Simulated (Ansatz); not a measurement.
**BHLYP/def2-SVP (core potential) run of SnSiH6O (SMILES [SiH3][O][SnH3])**

What is the vertical singlet–triplet gap of SnSiH6O at BHLYP/def2-SVP (core potential)? 

The calculation is run with Ansatz 0.2.0.

63 further runs of the same task are left out: 63 set aside as unsound or not needed. Runs told in other sessions of the task aren't counted.

### Step 1. The structure to begin with

SnSiH6O has 9 atoms, charge 0, and is taken as a singlet. As SMILES, `[SiH3][O][SnH3]`. The coordinates come from a PBE0-D4/def2-TZVP relaxation.

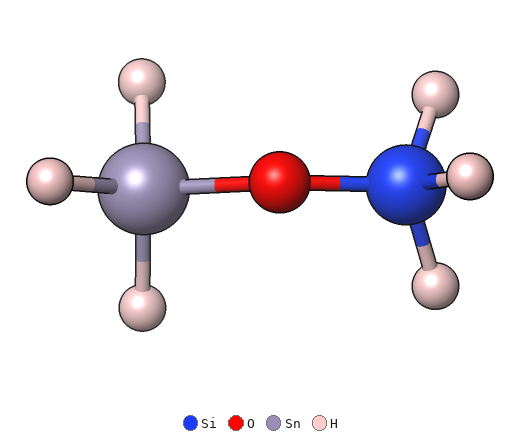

Viewed from a chosen angle; silicon blue, oxygen red, tin purple, hydrogen pink.

### Step 2. A single-point energy at BHLYP/def2-SVP (core potential)

job.yaml

```yaml
basis:
  gaussian:
    orbitals: def2-SVP
crystal:
  periodic: [false, false, false]
  atoms:
    - {symbol: Si, position_ang: [-0.707500, 1.106300, -0.961800]}
    - {symbol: O, position_ang: [0.549600, 0.232700, -0.411000]}
    - {symbol: Sn, position_ang: [0.837100, -1.145700, 0.956400]}
    - {symbol: H, position_ang: [-1.786000, 0.228100, -1.502000]}
    - {symbol: H, position_ang: [-0.233000, 2.004100, -2.046400]}
    - {symbol: H, position_ang: [-1.309600, 1.937400, 0.121200]}
    - {symbol: H, position_ang: [2.493700, -1.499800, 0.829900]}
    - {symbol: H, position_ang: [-0.166000, -2.460900, 0.544700]}
    - {symbol: H, position_ang: [0.410100, -0.448400, 2.452000]}
hamiltonian:
  xc: {name: BHLYP}
accuracy: high
output: {orbitals: {seedname: orbitals}}
```

On the command line:

```console
ansatz run job.yaml --threads 1 --pin off --max-ram 2610MiB --events-out events.jsonl --progress --plain --runs-dir runs
```

Standard output:

```text
Warning: RAYON_NUM_THREADS=1 ignored (pool sized by the plan → 1); use --threads N
Functional definition: BHLYP
  name "BHLYP"
  parameter a = 0.5
  exchange = (1 - a)*b88_x + a*exact_x
  correlation = lyp_c
2073 factors; integrals over basis functions are off by at most 7.3e-9 eV
mean field evaluation 1: about -15843.0811 eV, gradient 4.6e1 eV
mean field evaluation 2: about -15838.2147 eV, gradient 6.8e1 eV
mean field evaluation 4: about -15846.7938 eV, gradient 7.1e-1 eV
mean field evaluation 8: about -15847.0494 eV, gradient 6.9e-2 eV
mean field evaluation 16: about -15847.0494 eV, gradient 1.0e-5 eV
mean field -15847.04943189 eV, -582.3683251062 hartree, gradient 1.5e-8 eV, S^2 0.000000; 0 other end points of the search recorded, 0 dependent functions left out
reference -15847.04946365 eV, -582.3683262732 hartree; 25, 25 occupied and 63, 63 virtual orbitals, 2073 factors
Total energy: -15847.04946365 eV, -582.3683262732 hartree
```

Run time: 9.6 s. Hardware: 1 thread of Arm Neoverse V1, shared host; peak memory 0.3 GiB.

### Step 3. The triplet

run.yaml

```yaml
basis:
  gaussian:
    orbitals: def2-SVP
crystal:
  periodic: [false, false, false]
  atoms:
    - {symbol: Si, position_ang: [-0.707500, 1.106300, -0.961800]}
    - {symbol: O, position_ang: [0.549600, 0.232700, -0.411000]}
    - {symbol: Sn, position_ang: [0.837100, -1.145700, 0.956400]}
    - {symbol: H, position_ang: [-1.786000, 0.228100, -1.502000]}
    - {symbol: H, position_ang: [-0.233000, 2.004100, -2.046400]}
    - {symbol: H, position_ang: [-1.309600, 1.937400, 0.121200]}
    - {symbol: H, position_ang: [2.493700, -1.499800, 0.829900]}
    - {symbol: H, position_ang: [-0.166000, -2.460900, 0.544700]}
    - {symbol: H, position_ang: [0.410100, -0.448400, 2.452000]}
magnetization:
  spin_polarized: true
  initial_magnetization: 2
hamiltonian:
  xc: {name: BHLYP}
accuracy: high
output: {orbitals: {seedname: orbitals}}
```

On the command line:

```console
ansatz run run.yaml --threads 1 --pin off --max-ram 2610MiB --events-out events.jsonl --progress --plain --runs-dir runs
```

Standard output:

```text
Warning: RAYON_NUM_THREADS=1 ignored (pool sized by the plan → 1); use --threads N
[... 5 set-up lines as earlier in the session ...]
2073 factors; integrals over basis functions are off by at most 7.3e-9 eV
mean field evaluation 1: about -15834.6947 eV, gradient 3.4e1 eV
mean field evaluation 2: about -15816.3027 eV, gradient 7.3e1 eV
mean field evaluation 4: about -15840.4253 eV, gradient 4.7e0 eV
mean field evaluation 8: about -15840.6791 eV, gradient 3.9e-1 eV
mean field evaluation 16: about -15840.7562 eV, gradient 1.5e-2 eV
mean field evaluation 32: about -15840.7562 eV, gradient 1.3e-5 eV
mean field -15840.75621633 eV, -582.1370537000 hartree, gradient 9.6e-8 eV, S^2 2.010653; 2 other end points of the search recorded, 0 dependent functions left out
reference -15840.75624761 eV, -582.1370548493 hartree; 26, 24 occupied and 62, 64 virtual orbitals, 2073 factors
Total energy: -15840.75624761 eV, -582.1370548493 hartree
```

Wall time 33 s (1 thread of Arm Neoverse V1, shared host); peak memory 0.48 GiB.

### Step 4. What came out

At BHLYP/def2-SVP (core potential):

| quantity | value |
| --- | --- |
| singlet: total energy | -582.36833 Eh |
| singlet: HOMO energy | -9.51 eV |
| singlet: LUMO energy | 0.39 eV |
| singlet: HOMO–LUMO gap | 9.90 eV |
| triplet: total energy | -582.13705 Eh |
| triplet: HOMO energy (highest over α and β) | -3.04 eV |
| triplet: ⟨S²⟩ | 2.011 |
| vertical energy of the triplet above the singlet | 6.293 eV |

In words: At this shape the triplet lies 6.29 eV (145 kcal/mol) above the singlet.
